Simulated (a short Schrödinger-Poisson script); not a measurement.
System: symmetric double-gate stack, HfO2 on p-type Si(111), at 400 K.

```
layer  material  thickness (nm)  Na (cm⁻³)
-----  --------  --------------  ---------
1          HfO2             7.7          -
2            Si               6       2e16
3          HfO2             7.7          -
```

The device is made up for the run: typed textbook-type constants, with dimensions and the other settings drawn at random. HfO2: permittivity 22, conduction-band edge (eV) 1.55, gap (eV) 5.7, electron mass (mₑ) 0.2. Si: permittivity 11.7, conduction-band edge (eV) 0, gap (eV) 1.124, Nv at 300 K (cm⁻³) 3.1e19.

Channel valleys (confinement mass, in-plane density-of-states mass, number): Δ6 0.258, 0.358, 6. At the gates, both at one voltage, the conduction-band edge of layer 1 lies 1.64 eV − eVg above the Fermi level of the channel. Gaps are held at their typed values at every temperature. Mesh 0.03 nm at interfaces.

Solved with a short Schrödinger-Poisson script written for these runs: 1D Poisson equation in equilibrium, electrons quantum, Hartree (BenDaniel-Duke, 12 states a valley, the channel's in-plane mass for all, wave functions ending at the dielectric), parabolic valleys, classical holes, full ionisation, no traps, pinning or gate leakage.

Only gate voltages with over 1e8 electrons/cm² are shown.

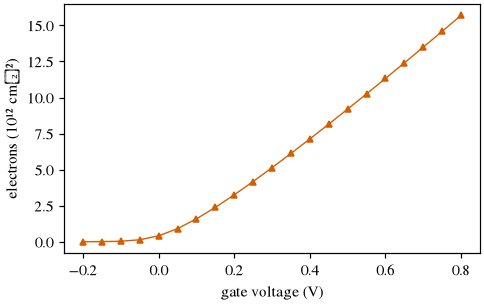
Figure. Sheet density against gate voltage

| Vg (V) | electrons (cm⁻²) | C (μF/cm²) | Δ6 E0 (meV) | Δ6 E1 (meV) |
|---|---|---|---|---|
| -0.2 | 2.15e9 | 0.0101 | 331.1 | 452.5 |
| -0.15 | 9.07e9 | 0.0422 | 281.4 | 402.8 |
| -0.1 | 3.73e10 | 0.167 | 232.7 | 354.0 |
| -0.05 | 1.39e11 | 0.551 | 187.3 | 308.3 |
| 0 | 4.13e11 | 1.25 | 149.6 | 269.8 |
| 0.05 | 9.11e11 | 1.93 | 122.1 | 240.9 |
| 0.1 | 1.59e12 | 2.39 | 102.6 | 219.5 |
| 0.15 | 2.39e12 | 2.69 | 88.3 | 203.0 |
| 0.2 | 3.26e12 | 2.88 | 77.2 | 189.6 |
| 0.25 | 4.18e12 | 3.02 | 68.2 | 178.2 |
| 0.3 | 5.14e12 | 3.12 | 60.7 | 168.2 |
| 0.35 | 6.12e12 | 3.20 | 54.3 | 159.3 |
| 0.4 | 7.13e12 | 3.26 | 48.7 | 151.2 |
| 0.45 | 8.15e12 | 3.31 | 43.7 | 143.8 |
| 0.5 | 9.20e12 | 3.36 | 39.1 | 136.9 |
| 0.55 | 1.03e13 | 3.40 | 35.0 | 130.5 |
| 0.6 | 1.13e13 | 3.44 | 31.3 | 124.4 |
| 0.65 | 1.24e13 | 3.47 | 27.8 | 118.7 |
| 0.7 | 1.35e13 | 3.50 | 24.5 | 113.3 |
| 0.75 | 1.46e13 | 3.53 | 21.5 | 108.2 |
| 0.8 | 1.57e13 | 3.56 | 18.7 | 103.3 |

Subbands count from the Fermi level. The capacitance is that of both gates.
